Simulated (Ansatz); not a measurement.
The figure comes from a scan of MoSi2 (MoSi2 type, space group I4/mmm): one Mo atom of a 3-atom cell moves by s towards the nearest neighbour, with its periodic images. Computed with PBE (plane waves to 420 eV, PAW, scalar-relativistic; Ansatz, a program for electronic structure). k mesh 16×16×16 (Γ-centred), Fermi-Dirac smearing 0.05 eV. E stands for the smeared free energy. Left out: 4 of 11 points, with atoms too close for the PAW data. With partly filled bands, energies and forces of such displacements shift with the k mesh and the smearing. MoSi2 is run without spin polarisation. MoSi2 was relaxed with its symmetry unable to fall. The PAW data are Ansatz's earlier set. ΔE is measured from the undisplaced structure.

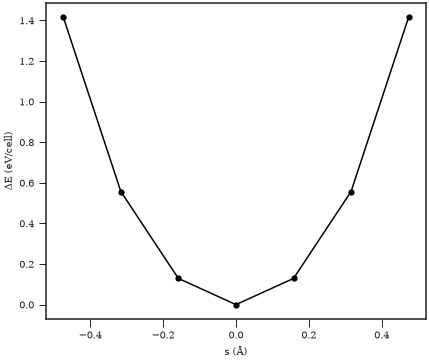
*ΔE (eV/cell) against s (Å); computed points joined by lines.*

Q: Read the plotted values off the figure, to the accuracy that the plot allows.

A: To the nearest 0.02:

| s (Å) | ΔE (eV/cell) |
|---|---|
| -0.474 | 1.42 |
| -0.316 | 0.56 |
| -0.158 | 0.12 |
| 0.000 | 0.00 |
| 0.158 | 0.12 |
| 0.316 | 0.56 |
| 0.474 | 1.42 |

(For displaced atoms, the force is minus the slope of the energy, and its curvature is a force constant, which sets phonon frequencies.)
